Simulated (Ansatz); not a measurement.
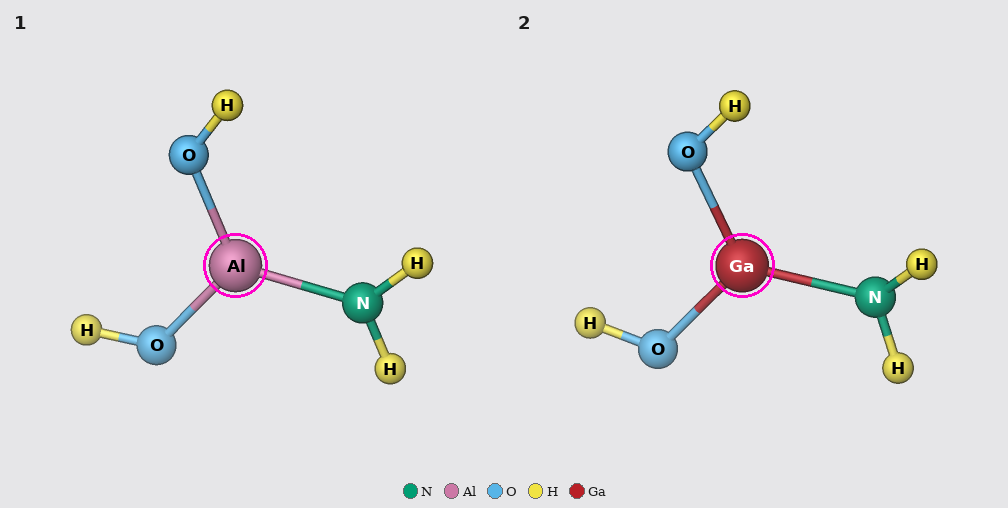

2 molecules with one skeleton, seen from the same side and at one scale; the atom that differs is circled. Charge 0, singlet. Computed geometries: PBE0-D4/def2-TZVP optimisations, one conformation each. Properties computed with Ansatz 0.2.0.

One atom differs, called X below: Al in panel 1, Ga in panel 2. Their formulas are AlH4NO2 (`[NH2][Al]([OH])[OH]`), GaH4NO2 (`[NH2][Ga]([OH])[OH]`).

Question: In which is the mean length of X–O larger (PBE0-D4/def2-TZVP)?

Answer: In panel 2 (X = Ga).

Question: In which is the dipole moment larger (r2SCAN-D4/def2-TZVPP)?

Answer: In panel 2 (X = Ga).

Give the values. With PBE0-D4/def2-TZVP: length of X–N (Å), mean length of X–O (Å), angle O–X–O (°). With CAM-B3LYP-D4/def2-TZVPP: HOMO energy (Kohn–Sham orbital) (eV), HOMO–LUMO gap (eV). With r2SCAN-D4/def2-TZVPP: dipole moment (D).

```csv
quantity,1 (Al),2 (Ga),2 − 1
length of X–N (Å),1.760,1.809,+0.049
mean length of X–O (Å),1.693,1.781,+0.088
angle O–X–O (°),118.8,115.9,−2.9
HOMO energy (Kohn–Sham orbital) (eV),−8.82,−9.05,−0.23
HOMO–LUMO gap (eV),9.45,9.41,−0.04
dipole moment (D),1.61,2.08,+0.47
```
